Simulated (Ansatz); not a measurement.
**What a change does: single-point calculation on C2H4FGeNO**

System: C2H4FGeNO, SMILES C[O][GeH]([F])[C]#N.
Method of run A: RKS SPW92/def2-TZVPP (Ansatz 0.2.0).

The geometry comes from this level: PBE0-D4/def2-TZVP. Text and figures count atoms from 1; the logs count them from 0 in places.

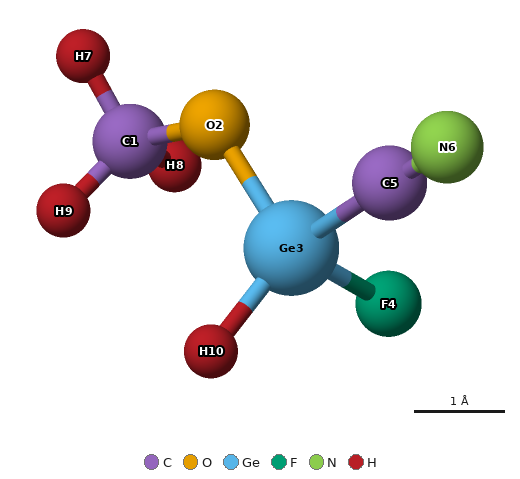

The structure (ball-and-stick view, seen at a tilt; atoms are numbered from 1 in the order of the input). Sticks mark near contacts.

### Input file, run A
```yaml
crystal:
  periodic: [false, false, false]
  atoms:
    - {symbol: C, position_ang: [0.376774, -1.730111, 0.231611]}
    - {symbol: O, position_ang: [-0.094659, -0.465586, 0.666900]}
    - {symbol: Ge, position_ang: [-0.044433, 0.903699, -0.410288]}
    - {symbol: F, position_ang: [-1.168618, 0.655849, -1.696358]}
    - {symbol: C, position_ang: [-0.720659, 2.364749, 0.620470]}
    - {symbol: N, position_ang: [-1.087511, 3.271513, 1.225906]}
    - {symbol: H, position_ang: [0.403903, -2.383496, 1.104182]}
    - {symbol: H, position_ang: [-0.291358, -2.167830, -0.515679]}
    - {symbol: H, position_ang: [1.388642, -1.670473, -0.186312]}
    - {symbol: H, position_ang: [1.321017, 1.170587, -1.037531]}
basis:
  gaussian: {orbitals: def2-TZVPP}
hamiltonian: {xc: lda}
output: {orbitals: {seedname: orbitals}}
```

Hardware: 4 CPU threads, shared host.

### Output (run A)
```
Functional definition: SPW92
  exchange = slater_x
  correlation = pw_c
1416 factors; their error is unknown
mean field evaluation 1: about -64751.0803 eV, gradient 9.1e1 eV
mean field evaluation 2: about -64678.6142 eV, gradient 2.1e2 eV
mean field evaluation 4: about -64764.6501 eV, gradient 2.6e1 eV
mean field evaluation 8: about -64765.8451 eV, gradient 4.4e-1 eV
mean field evaluation 16: about -64765.8168 eV, gradient 1.2e-3 eV
mean field -64765.81684791 eV, -2380.0998693135 hartree, gradient 8.4e-5 eV, S^2 0.000000; 0 other end points of the search recorded, 0 dependent functions left out
reference -64765.81688590 eV, -2380.0998707093 hartree; 36, 36 occupied and 223, 223 virtual orbitals, 1416 factors
Total energy: -64765.81688590 eV, -2380.0998707093 hartree
```

For run B the input was changed thus:
```diff
-hamiltonian: {xc: lda}
+hamiltonian: {xc: hse06, dispersion: d4}
```

Predict how the results change.

The total energies belong to different models, so their difference says nothing on which is more stable or more accurate. The HOMO goes from −7.58 to −8.64 eV. The LUMO goes from −2.32 to −1.44 eV.

### Output (run B)
```
Functional definition: HSE06
  parameter a = 0.25
  parameter omega = 0.11/bohr
  exchange = pbe_x - a*pbe_x_sr(omega) + a*exact_x_sr(omega)
  correlation = pbe_c
1459 factors; their error is unknown
112 factors; integrals over basis functions are off by at most 3.2e-7 eV
mean field evaluation 1: about -64888.4017 eV, gradient 7.5e1 eV
mean field evaluation 2: about -64864.3338 eV, gradient 1.3e2 eV
mean field evaluation 4: about -64898.3462 eV, gradient 1.2e1 eV
mean field evaluation 8: about -64898.5911 eV, gradient 9.9e-2 eV
mean field evaluation 16: about -64898.8733 eV, gradient 5.4e-5 eV
mean field -64898.87332448 eV, -2384.9896046383 hartree, gradient 5.4e-5 eV, S^2 0.000000; 0 other end points of the search recorded, 0 dependent functions left out
reference -64898.87336493 eV, -2384.9896061249 hartree; 36, 36 occupied and 223, 223 virtual orbitals, 1459 factors
Total energy: -64899.03312483 eV, -2384.9954771928 hartree
```

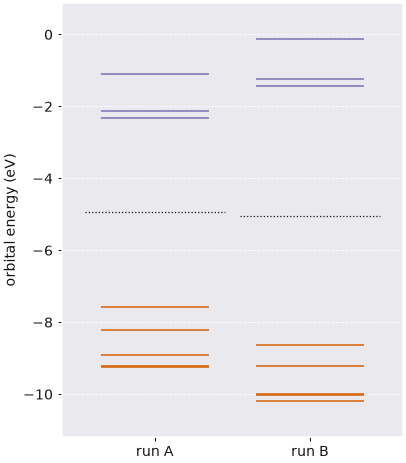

The five highest filled and three lowest empty orbital energies of the two runs; the dotted lines part filled from empty levels. The HOMO–LUMO gap is 5.26 eV in run A and 7.20 eV in run B.

### The two runs side by side

| quantity | run A | run B |
| --- | --- | --- |
| outcome | converged | converged |
| total energy (hartree) | −2380.099871 | −2384.995477 |
| HOMO (eV) | −7.58 | −8.64 |
| LUMO (eV) | −2.32 | −1.44 |
| basis functions | 259 | 259 |
| wall time (shared host) | 1.6 s | 4 s |
